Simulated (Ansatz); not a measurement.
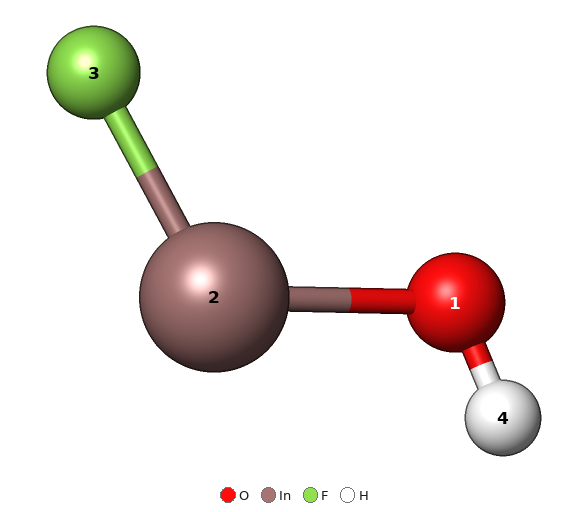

Atoms carry their numbers in the input. Charge 0, doublet. The geometry was computed by an optimisation with PBE-D4/def2-SVP. No frequency run is at hand to confirm it as a minimum.

Give these bond angles: In2–O1–H4, O1–In2–F3.

```csv
angle,degrees
In2–O1–H4,109.5
O1–In2–F3,115.2
```
